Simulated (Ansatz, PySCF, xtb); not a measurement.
Breaking the N4–H6 bond in CH6InN (SMILES C[NH][InH2]) (multiplicity 1 held, fragments rigid). Energies count from the point at 1.009 Å.
Geometry at that point (charge 0, multiplicity 1):
```xyz
9

In    -0.03753     0.10488     0.63130
H     -1.34881     0.75491     1.52746
H      1.51703    -0.44617     1.11044
N     -0.36977    -0.04669    -1.36186
C      0.52711    -0.54983    -2.38580
H     -1.25725     0.25344    -1.73688
H      0.76607     0.20772    -3.14279
H      0.11692    -1.42177    -2.91067
H      1.47071    -0.86132    -1.93353
```

Restricted levels (R-, RO-) in cc, def2 and unpolarised 6-31G sets keep to the state of the molecule at rest. Left out are points that failed, MP2 points that dive below the minimum, coupled-cluster points behind a jump of the amplitudes or a sharp parting from full CI or MRCI, small-basis points behind a change of solution, and semi-empirical points at long bonds. Curves can end on different states.

Frozen-core correlation. Filled d and f shells under p-block atoms count as core. Rows in 3-21G, LANL2DZ carry no dispersion term and start afresh at each structure; the Pople sets are all-electron and without relativity. LANL2DZ brings its own core potentials from Na on.

The values were computed with Ansatz (a quantum-chemistry and plane-wave program) with Gaussian orbitals; PySCF for 3-21G rows, LANL2DZ rows; xtb for the GFN methods.  In def2 rows elements past Kr take small-core potentials, without spin–orbit coupling. The GFN methods have no spin term and hold the electronic entropy of 300 K.

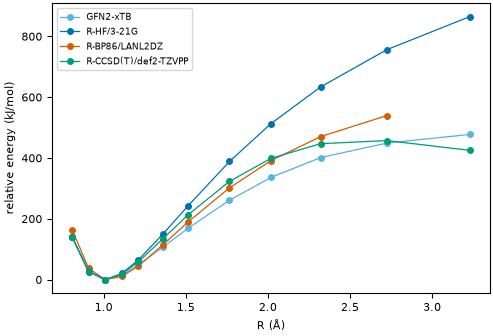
Relative energy along the coordinate

Problem. Read off the GFN2-xTB curve at R = 3.229.

Solution. about 480 kJ/mol

Doubts at one or more of the structures used: a restricted determinant that unrestricted orbitals would lower (R-HF/3-21G, R-CCSD(T)/def2-TZVPP); other coupled-cluster roots lie near (R-CCSD(T)/def2-TZVPP); T1 above 0.05 (R-CCSD(T)/def2-TZVPP).
